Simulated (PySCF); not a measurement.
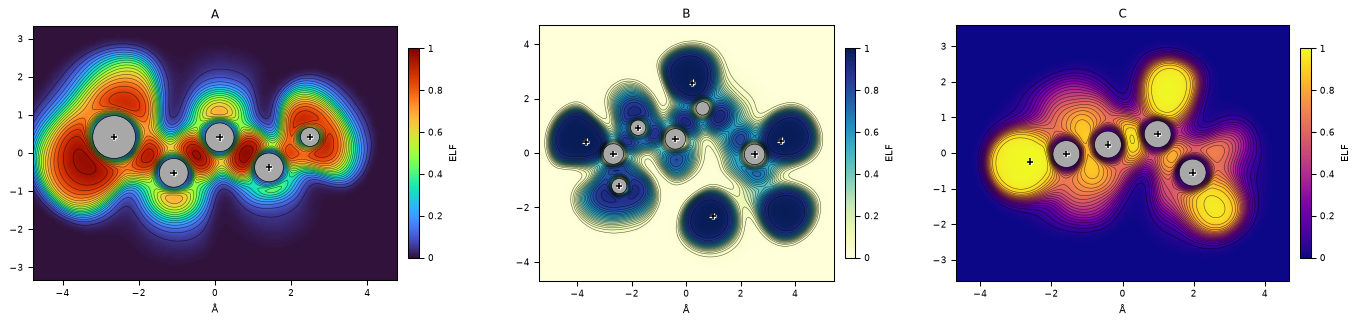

The ELF of 3 systems, each on a plane through atoms (crosses mark nuclei in the plane; grey discs cover the cores).

The calculation used PySCF, PBE0/pcSseg-1, SCF density, gas phase, non-relativistic.

System 1: C$_{4}$H$_{3}$N, the plane of atoms C2, C3 and C4. Geometry: GFN2-xTB.

```tsv
atom	x (Å)	y (Å)	z (Å)
C	1.9123	0.7537	0.2860
C	0.9222	0.1222	0.0472
C	-0.2715	-0.6112	-0.2288
C	-1.5819	0.0008	-0.0272
N	-1.2837	-0.8040	0.8790
H	2.7903	1.2913	0.4853
H	-0.1650	-1.4311	-0.9329
H	-2.3135	0.6878	-0.3777
```

System 2: C$_{9}$H$_{14}$O$_{2}$, the plane of atoms O1, C2 and O3. Geometry: PBE0-D3(BJ)/def2-SVP.

```yaml
atoms:
  - { symbol: O, position_ang: [2.0985, -2.4913, 0.7294] }
  - { symbol: C, position_ang: [2.9195, -1.6238, 0.6285] }
  - { symbol: O, position_ang: [2.7066, -0.3980, 0.1626] }
  - { symbol: C, position_ang: [1.3832, -0.0934, -0.2634] }
  - { symbol: C, position_ang: [1.2407, 1.2252, -1.0183] }
  - { symbol: C, position_ang: [-0.1182, 1.4087, -0.3053] }
  - { symbol: C, position_ang: [-1.3067, 0.8547, -1.0937] }
  - { symbol: C, position_ang: [-2.3407, 0.1857, -0.1951] }
  - { symbol: C, position_ang: [-1.7132, -0.9670, 0.5816] }
  - { symbol: C, position_ang: [-0.5949, -0.4788, 1.4972] }
  - { symbol: C, position_ang: [0.3941, 0.4289, 0.7873] }
  - { symbol: H, position_ang: [3.9883, -1.7286, 0.9101] }
  - { symbol: H, position_ang: [0.9825, -0.9554, -0.8170] }
  - { symbol: H, position_ang: [1.2537, 1.1982, -2.1181] }
  - { symbol: H, position_ang: [1.9910, 1.9458, -0.6617] }
  - { symbol: H, position_ang: [-0.3415, 2.4249, 0.0548] }
  - { symbol: H, position_ang: [-0.9536, 0.1050, -1.8245] }
  - { symbol: H, position_ang: [-1.7620, 1.6615, -1.6905] }
  - { symbol: H, position_ang: [-2.7582, 0.9251, 0.5131] }
  - { symbol: H, position_ang: [-3.1869, -0.1747, -0.8018] }
  - { symbol: H, position_ang: [-1.3169, -1.7118, -0.1318] }
  - { symbol: H, position_ang: [-2.4750, -1.4937, 1.1778] }
  - { symbol: H, position_ang: [-1.0463, 0.0889, 2.3301] }
  - { symbol: H, position_ang: [-0.0609, -1.3305, 1.9469] }
  - { symbol: H, position_ang: [0.9866, 1.0005, 1.5208] }
```

System 3: C$_{3}$H$_{5}$F$_{3}$S (SMILES FC(F)(F)CCS), the plane of atoms C5, C6 and S7. Geometry: GFN2-xTB.

```yaml
atoms:
  - { symbol: F, position_ang: [-2.3119, 1.0642, 0.6942] }
  - { symbol: C, position_ang: [-1.5082, 0.2889, -0.0473] }
  - { symbol: F, position_ang: [-2.0670, -0.9286, -0.0788] }
  - { symbol: F, position_ang: [-1.5655, 0.7669, -1.3001] }
  - { symbol: C, position_ang: [-0.0910, 0.2630, 0.4922] }
  - { symbol: C, position_ang: [0.8013, -0.6200, -0.3715] }
  - { symbol: S, position_ang: [2.5030, -0.6858, 0.2851] }
  - { symbol: H, position_ang: [-0.1265, -0.1137, 1.5162] }
  - { symbol: H, position_ang: [0.2749, 1.2920, 0.5077] }
  - { symbol: H, position_ang: [0.4511, -1.6521, -0.3603] }
  - { symbol: H, position_ang: [0.8367, -0.2634, -1.4007] }
  - { symbol: H, position_ang: [2.8043, 0.5879, 0.0372] }
```

### Match each panel to its system.

Panel A is system 3, C$_{3}$H$_{5}$F$_{3}$S: the plane holds F, C and S. C–F (1.34 Å): the ELF peaks at about 0.85 between the atoms: a polar covalent bond. Panel B is system 2, C$_{9}$H$_{14}$O$_{2}$: the plane holds O, C and H. C–O (1.20 Å): the ELF peaks at about 0.85 between the atoms (a short, multiple covalent bond). Panel C is system 1, C$_{4}$H$_{3}$N: the plane holds C and H. C–C (1.20 Å): the ELF peaks at about 0.85 between the atoms; a short, multiple covalent bond.
